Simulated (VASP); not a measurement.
Band structure of SrO (rock salt). Calculation: PBE GGA with D4 dispersion, VASP's PBE PAW potentials (set 64) (plane waves; VASP).

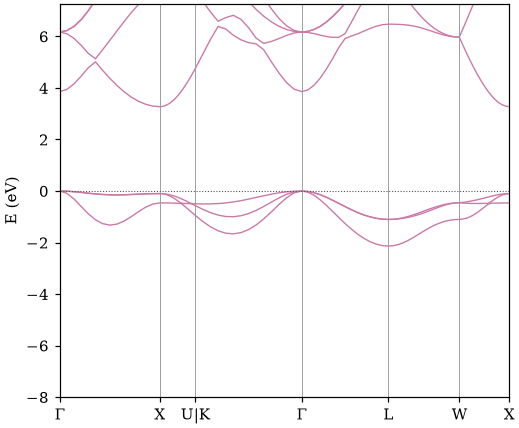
Bands along high-symmetry lines, zero at the valence-band maximum or, without a gap, the Fermi level

**Question.** Read the plot: is there a gap, and where are the band edges?

**Answer.** The gap is indirect, 3.27 eV, from the valence maximum at Γ to the conduction minimum at X. (Edges off the drawn lines would not show.)

The compound is SrO in the rock salt structure. It was relaxed first.
